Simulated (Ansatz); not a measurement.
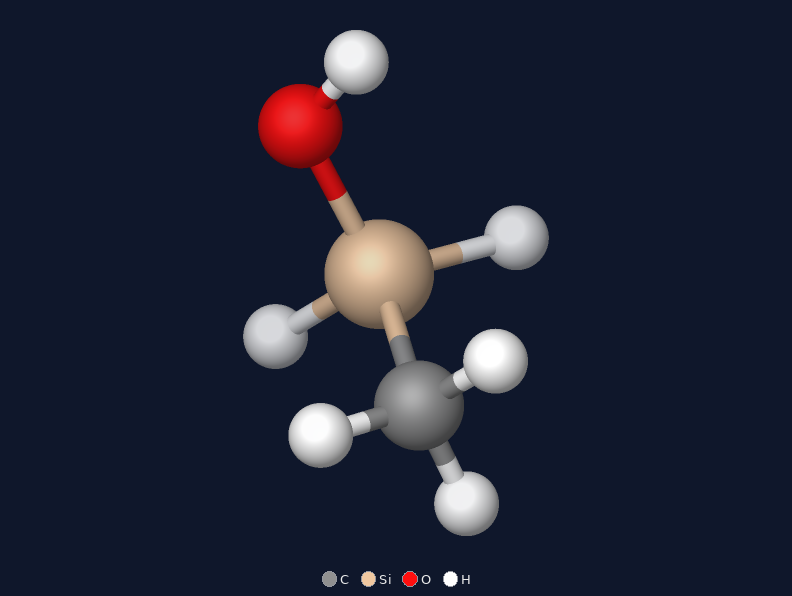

The picture shows a molecular structure as a ball-and-stick model. Every bond is drawn as one stick, whatever its order.

**What is the molecular formula?**

CH₆OSi, 9 atoms: 1 carbon, 6 hydrogen, 1 oxygen and 1 silicon.

**Give a SMILES string for it.**

C[SiH2]O

**Count the bonded pairs by element.**

3 C–H, 2 Si–H, 1 C–Si, 1 O–Si, 1 O–H.

**What is the point group of this geometry?**

C1.

**Name functional groups in it.**

Among them: Si–H bond, Si–O bond.

The parts below concern this one geometry. Atoms keep their numbers from picture to picture. The computed structure is the end point of a PBE0-D4/def2-TZVP optimisation.

**Shape**

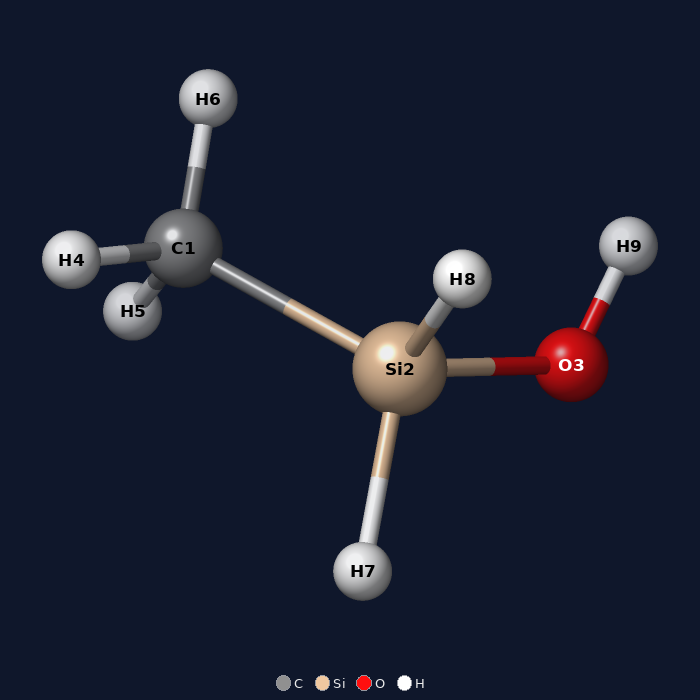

The atoms are numbered.

Which atoms are bonded, and how long are the bonds?

| bond | length (Å) | order |
| --- | --- | --- |
| C1–Si2 | 1.863 | single |
| C1–H4 | 1.094 | single |
| C1–H5 | 1.093 | single |
| C1–H6 | 1.093 | single |
| Si2–O3 | 1.652 | single |
| Si2–H7 | 1.483 | single |
| Si2–H8 | 1.492 | single |
| O3–H9 | 0.957 | single |

**Vibrations**

Harmonic vibrations computed with RKS PBE0-D4/def2-TZVP (Ansatz 0.2.0) at a stationary point of the same level.

**List the wavenumbers.**

21 modes: 168, 171, 254, 497, 676, 696, 756, 844, 881, 902, 949, 967, 1276, 1445, 1449, 2191, 2241, 3046, 3127, 3137, 3930 cm⁻¹.

**Charges**

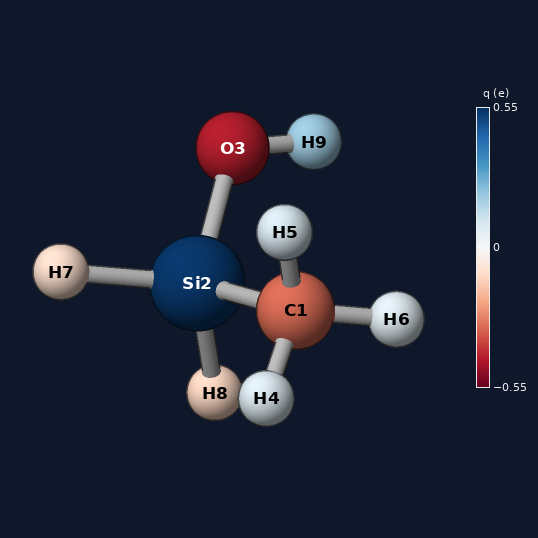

Atoms are coloured by their Mulliken charges. Properties computed with RKS r2SCAN-D4/def2-TZVPP (Ansatz 0.2.0).

Give the Mulliken charges atom by atom.

| atom | value (e) |
| --- | --- |
| C1 | −0.31 |
| Si2 | 0.53 |
| O3 | −0.43 |
| H4 | 0.07 |
| H5 | 0.08 |
| H6 | 0.06 |
| H7 | −0.09 |
| H8 | −0.11 |
| H9 | 0.19 |

**Electronic properties**

Properties computed with RKS ωB97M-V/def2-TZVPP (Ansatz 0.2.0).

**Estimate the dipole moment.**

1.68 D.

**Give the HOMO–LUMO gap at this level.**

12.75 eV.

**Estimate the HOMO energy (Kohn–Sham orbital).**

−10.73 eV.

**Estimate the vertical ionisation energy.**

10.89 eV.

Mulliken values depend strongly on the basis set and can even reverse the polarity of a bond.
